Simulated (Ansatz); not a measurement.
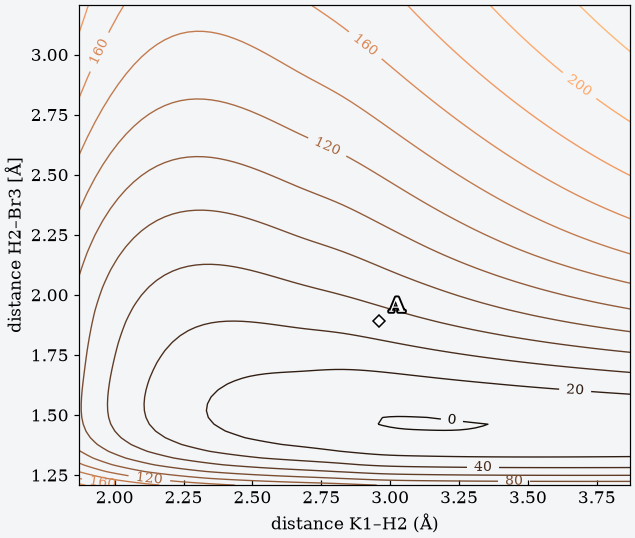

The system K + HBr, spin multiplicity 2. Coordinates scanned: (1) distance K1–H2; (2) distance H2–Br3. Nothing is relaxed (the angle K1–H2–Br3 is fixed at 180 degrees). Grid: 17 × 17 points. Points are written as (first, second). Energies are in kJ/mol, from the lowest grid point. Level of theory: Ansatz 0.2.0, UKS PBE0-D4/def2-SVPD.

The picture shows contour lines labelled in kJ/mol, the point A. Between grid points the surface is interpolated.

Which way does the force act at A, and how strong is it?

A, at (2.958 Å, 1.891 Å), is not a stationary point. The computed force is 41 kJ/mol for each Å towards smaller values of distance K1–H2 and 142 kJ/mol for each Å towards smaller values of distance H2–Br3.
